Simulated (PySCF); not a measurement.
**Atomic calculation, with input and output: B⁺**

System: B⁺, configuration 1s2 2s2, multiplicity 1.
Method: unrestricted M06-2X, aug-cc-pCVTZ-DK plus 1 even-tempered diffuse shell per l, spin-free X2C-1e, Gaussian nucleus (PySCF).

## Log (extracts)
```
damping factor = 0
level_shift factor = 0
DIIS = <class 'pyscf.scf.diis.CDIIS'>
diis_start_cycle = 1
diis_space = 10
diis_damp = 0
SCF conv_tol = 1e-09
SCF conv_tol_grad = None
number electrons alpha = 2  beta = 2
XC functionals = M062X
    Y. Zhao and D. G. Truhlar.,  Theor. Chem. Acc. 120, 215 (2008)
    Y. Zhao and D. G. Truhlar.,  Theor. Chem. Acc. 120, 215 (2008)
cycle= 1 E= -24.3530847689377  delta_E= -0.00243  |g|= 0.00436  |ddm|= 0.147
cycle= 2 E= -24.3530875536181  delta_E= -2.78e-06  |g|= 0.000205  |ddm|= 0.013
cycle= 3 E= -24.3530875639532  delta_E= -1.03e-08  |g|= 6.89e-05  |ddm|= 0.00112
cycle= 4 E= -24.3530875604209  delta_E= 3.53e-09  |g|= 8.87e-05  |ddm|= 0.000588
cycle= 5 E= -24.353087563387  delta_E= -2.97e-09  |g|= 6.11e-05  |ddm|= 0.000369
cycle= 6 E= -24.3530875636242  delta_E= -2.37e-10  |g|= 1.18e-05  |ddm|= 0.000385
converged SCF energy = -24.3530875636242  <S^2> = 2.220446e-16  2S+1 = 1
```

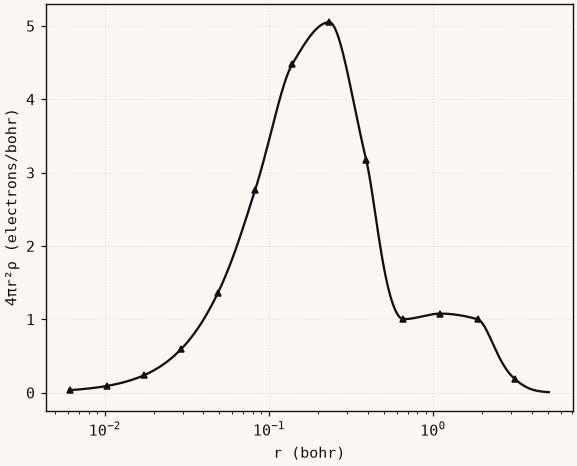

Spherically averaged radial density 4πr²ρ of the mean field; markers are the stored points, which are sparse, and the line is a monotone interpolation between them. The largest stored value is 5.05 electrons/bohr at r = 0.23 bohr. Root-mean-square radii of the shells: 1s 0.382, 2s 1.93 bohr.

## Input file
```python
from pyscf import gto, scf, dft, mp, cc
import basis_set_exchange as bse
mol = gto.M(atom="B 0 0 0", charge=1, spin=0, symmetry="D2h",
            basis=gto.basis.parse(bse.get_basis("aug-cc-pCVTZ-DK", elements=["B"], fmt="nwchem", augment_diffuse=1)),
            nucmod="G")
mf = dft.UKS(mol, xc="M062X").sfx2c1e()
mf.irrep_nelec = {'Ag': (2, 2)}
mf.kernel()
```

The script is an equivalent of what the driver set up; the driver started from orbitals of its own, so the log can be shorter than this script's would be, and it computed the properties (radii, ⟨L²⟩, response) afterwards. It held the occupations shell by shell, which the script's counts by irreducible representation don't always enforce.

## Results in brief

```tsv
quantity	value
outcome	converged
total energy	−24.353088 hartree
SCF iterations	6
hardware	1 CPU thread, shared host
CPU time	3.7 s (integrals apart)
```

## Remarks

To bear in mind: unstable response matrix: no polarizability.
